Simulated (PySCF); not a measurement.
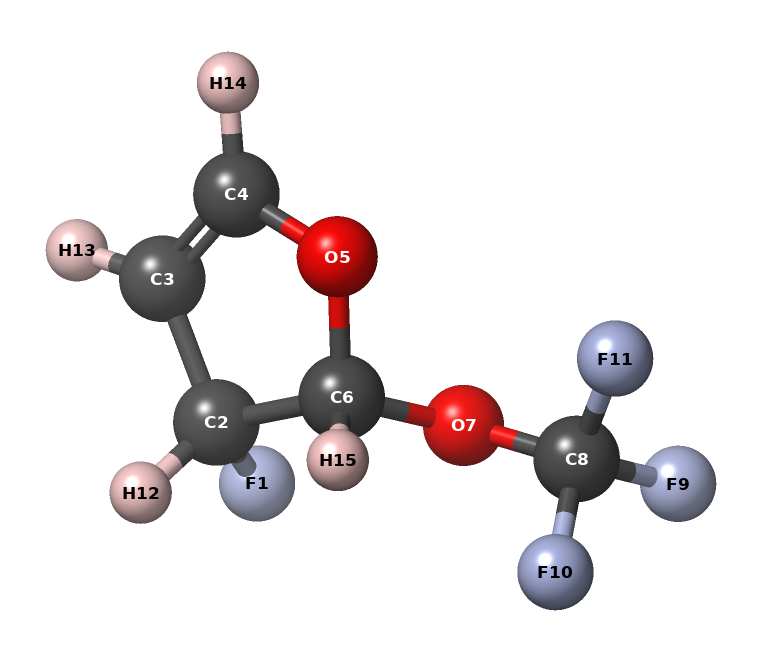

Computed geometry: PBE0-D3(BJ)/def2-SVP optimisation. No frequency run is at hand to confirm it as a minimum. Method: B3LYP/pcJ-1 indirect spin-spin coupling, non-relativistic, gas phase (PySCF 2.14.0). Isotopes: 13C, 19F, 1H, 17O.

Give the spin–spin coupling constants of these pairs, with the number of bonds between them: C8/F10, C8/F11, F1/C3, F1/H12, O7/F11, O7/F10, F9/F11, F9/F10, F10/F11, F1/C4, F1/H13, C6/F9.

```csv
pair,bonds apart,J (Hz)
"C8, F10",1,−334.4
"C8, F11",1,−346.7
"F1, C3",2,18.2
"F1, H12",2,61.5
"O7, F11",2,3.0
"O7, F10",2,3.1
"F9, F11",2,5.0
"F9, F10",2,15.7
"F10, F11",2,−15.1
"F1, C4",3,13.1
"F1, H13",3,3.1
"C6, F9",3,3.6
```

Density functionals are unreliable for couplings to fluorine, so those rows may be far off.
